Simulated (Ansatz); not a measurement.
**Fields on a plane of CuI (zinc blende)**

```xyz
2
Lattice="0.0000 3.0397 3.0397 3.0397 0.0000 3.0397 3.0397 3.0397 0.0000" Properties=species:S:1:pos:R:3 pbc="T T T"
I      4.5595     4.5595     4.5595
Cu     0.0000     0.0000     0.0000
```

The slice is a {110} plane (indices of the conventional cell) through the point (0.750, 0.750, 0.750) (fractional), spanned by u = [100] and v = [1 -1 -1] in vectors of this cell: u (4.30 Å) and v (6.08 Å, at 90° to u). It covers one period; positions are fractions (u, v).

Atoms on it: I at (0.00, 0.00); Cu at (0.50, 0.75).

Computed with PBE (plane waves to 420 eV, PAW, scalar-relativistic; Ansatz, an electronic-structure program). k mesh 9×9×9. These are valence fields of a PAW run, semicore shells included where kept as valence: close to a nucleus they are smooth pseudo fields. CuI is run without spin polarisation. CuI was relaxed with its symmetry unable to fall. Spin-orbit coupling is left out, though I is heavy.

```tsv
v \ u	0.00	0.10	0.20	0.30	0.40	0.50	0.60	0.70	0.80	0.90
0.96	0.068	0.070	0.041	0.022	0.039	0.049	0.039	0.022	0.041	0.070
0.86	0.068	0.037	0.014	0.051	0.079	0.061	0.079	0.051	0.014	0.037
0.75	0.017	0.020	0.044	0.081	0.007	0.081	0.007	0.081	0.044	0.020
0.64	0.018	0.023	0.042	0.073	0.080	0.061	0.080	0.073	0.042	0.023
0.54	0.016	0.018	0.024	0.034	0.045	0.049	0.045	0.034	0.024	0.018
0.43	0.017	0.017	0.017	0.018	0.021	0.022	0.021	0.018	0.017	0.017
0.32	0.017	0.017	0.018	0.017	0.017	0.017	0.017	0.017	0.018	0.017
0.21	0.023	0.026	0.027	0.023	0.018	0.017	0.018	0.023	0.027	0.026
0.11	0.083	0.093	0.079	0.039	0.022	0.020	0.022	0.039	0.079	0.093
0.00	0.064	0.076	0.065	0.029	0.030	0.035	0.030	0.029	0.065	0.076
```

Values: density of the lowest conduction band (whole band as if filled, smooth part) in e/Å³. 

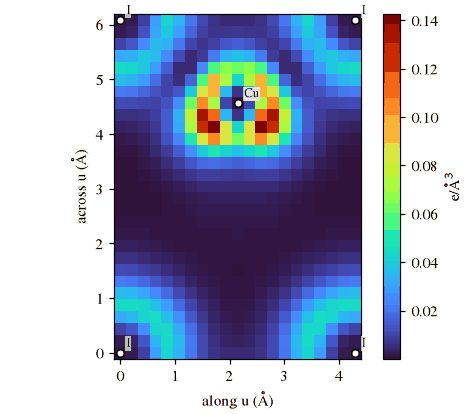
*Density of the highest valence band (whole band, smooth part) in e/Å³, one period of the plane, atoms marked. *

* **Density on the I–Cu line (2.63 Å) at its density minimum, 1.4 Å from I**: 0.36 e/Å³
* **ELF at that point**: 0.3
* **ELF maximum in the middle third of the I–Cu line**: 0.69, 1.1 Å from I
